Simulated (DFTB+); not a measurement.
**Geometry relaxation, with input and output: C2H8ClPSi (part 5 of 5)**

C2H8ClPSi; GFN1-xTB, R-SCC, dispersion built in (DFTB+ 25.1). The geometry comes from this level: GFN2-xTB.

Geometry of the input (Å):
```
C  -0.4887  -0.8124  1.7975
C  0.4781  -0.3155  0.7291
Si -0.3984  0.4425  -0.7869
P  1.1903  1.2958  -2.1312
Cl -1.5792  1.9761  -0.1928
H  -1.1213  -1.6051  1.4055
H  -1.1310  -0.0036  2.1374
H  0.0541  -1.2020  2.6563
H  1.1150  -1.1415  0.4086
H  1.1427  0.4320  1.1683
H  -1.2828  -0.5450  -1.4198
H  1.6587  0.0595  -2.5391
H  0.3624  1.4192  -3.2329
```

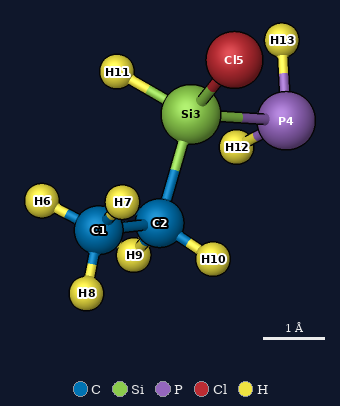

*The geometry at step 44 of the log (ball-and-stick view, seen at a tilt; atoms are numbered from 1 in the order of the input).*

### Trajectory as extended XYZ, continued
```
13
Properties=species:S:1:pos:R:3 step=42 energy=-472.56595
C    -0.4975   -0.8195    1.8072
C     0.4682   -0.3119    0.7126
Si   -0.3961    0.4801   -0.8230
P     1.1893    1.2920   -2.1465
Cl   -1.6059    1.9737   -0.1960
H    -1.1352   -1.6191    1.4222
H    -1.1413   -0.0112    2.1623
H     0.0660   -1.2081    2.6585
H     1.1216   -1.1521    0.4338
H     1.1484    0.4167    1.1821
H    -1.2819   -0.5396   -1.3718
H     1.6883    0.0567   -2.5685
H     0.3761    1.4423   -3.2729
13
Properties=species:S:1:pos:R:3 step=43 energy=-472.56659
C    -0.4981   -0.8201    1.8083
C     0.4674   -0.3115    0.7135
Si   -0.3957    0.4806   -0.8230
P     1.1891    1.2916   -2.1505
Cl   -1.6075    1.9732   -0.1977
H    -1.1362   -1.6199    1.4241
H    -1.1420   -0.0126    2.1650
H     0.0674   -1.2090    2.6579
H     1.1197   -1.1527    0.4347
H     1.1480    0.4159    1.1843
H    -1.2824   -0.5390   -1.3666
H     1.6900    0.0592   -2.5728
H     0.3803    1.4444   -3.2772
13
Properties=species:S:1:pos:R:3 step=44 energy=-472.56717
C    -0.4986   -0.8206    1.8094
C     0.4661   -0.3111    0.7146
Si   -0.3947    0.4804   -0.8219
P     1.1892    1.2918   -2.1543
Cl   -1.6088    1.9730   -0.1998
H    -1.1366   -1.6201    1.4263
H    -1.1423   -0.0146    2.1675
H     0.0684   -1.2098    2.6572
H     1.1174   -1.1530    0.4354
H     1.1474    0.4151    1.1868
H    -1.2836   -0.5393   -1.3618
H     1.6917    0.0617   -2.5774
H     0.3846    1.4465   -3.2820
13
Properties=species:S:1:pos:R:3 step=45 energy=-472.56761
C    -0.4989   -0.8211    1.8104
C     0.4646   -0.3106    0.7161
Si   -0.3932    0.4800   -0.8203
P     1.1893    1.2925   -2.1566
Cl   -1.6097    1.9731   -0.2020
H    -1.1367   -1.6200    1.4284
H    -1.1423   -0.0167    2.1700
H     0.0691   -1.2107    2.6565
H     1.1148   -1.1530    0.4356
H     1.1466    0.4143    1.1893
H    -1.2854   -0.5405   -1.3577
H     1.6932    0.0639   -2.5823
H     0.3884    1.4485   -3.2872
13
Properties=species:S:1:pos:R:3 step=46 energy=-472.56781
C    -0.4989   -0.8214    1.8114
C     0.4636   -0.3100    0.7178
Si   -0.3917    0.4796   -0.8192
P     1.1893    1.2936   -2.1575
Cl   -1.6100    1.9735   -0.2043
H    -1.1367   -1.6199    1.4300
H    -1.1423   -0.0184    2.1727
H     0.0697   -1.2117    2.6562
H     1.1121   -1.1527    0.4356
H     1.1458    0.4135    1.1917
H    -1.2873   -0.5422   -1.3542
H     1.6947    0.0657   -2.5875
H     0.3917    1.4504   -3.2926
```

### Summary

| quantity | value |
| --- | --- |
| outcome | converged |
| Mermin free energy | −17.366546 hartree |
| basis functions | 51 |
| largest force | 0.065 eV/Å |
| HOMO | −10.87 eV |
| LUMO | −5.33 eV |
| dipole moment | 1.92 D |
| hardware | 1 thread of Intel Xeon (Granite Rapids), 32 GiB of memory available, shared host |
| wall time | 0.6 s |
| peak memory | 0.072 GiB |

### Notes

Settings chosen away from the usual ones: optimiser.
